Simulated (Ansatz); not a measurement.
Ligand exchange: BH(CH3)(OH) + C4H8O2 → BH(OH)2 + C5H10O

Species: BH(CH3)(OH), singlet; C4H8O2 (butyric acid) `CCCC(=O)O`, singlet; BH(OH)2, singlet; C5H10O (2-pentanone) `CCCC(C)=O`, singlet. The partners trade CH3 for OH: B–CH3 and C–OH bonds give way to B–OH and C–CH3.

Shapes, held fixed at every level: PBE0-D4/def2-TZVP. Flexible molecules stand in one conformer, not always the lowest. Programs: Ansatz 0.2.0. Electronic energies: no zero-point or thermal term.

```csv
level,kind,ΔE (kJ/mol),less CCSD(T)/CBS estimate
PBE-D4/def2-TZVPP,GGA,-65.5,+14.3
r2SCAN-D4/def2-TZVPP,meta-GGA,-68.7,+11.1
B3LYP-D4/def2-TZVPP,global hybrid,-74.2,+5.6
PBE0-D4/def2-TZVPP,global hybrid,-68.8,+11.0
wB97M-V/def2-TZVPP,range-separated hybrid,-72.6,+7.2
wB97X-V/def2-TZVPP,range-separated hybrid,-69.9,+9.9
B2PLYP/def2-TZVPP,double hybrid,-73.9,+5.9
CCSD(T)/CBS estimate,coupled cluster or CI,-79.8,0.0
```

The highest level, CCSD(T)/CBS estimate, gives ΔE = -79.8 kJ/mol; the levels span -79.8 to -65.5. The column of differences is taken from that level and isn't an error. No measured value is set beside it here. The CBS estimate extrapolates MP2 from def2-TZVPP and def2-QZVPP and adds CCSD(T) − MP2 in the triple-zeta set, cores frozen.

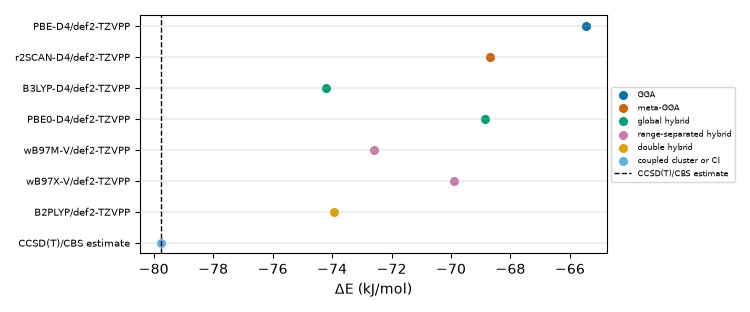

The values of the table, level by level.
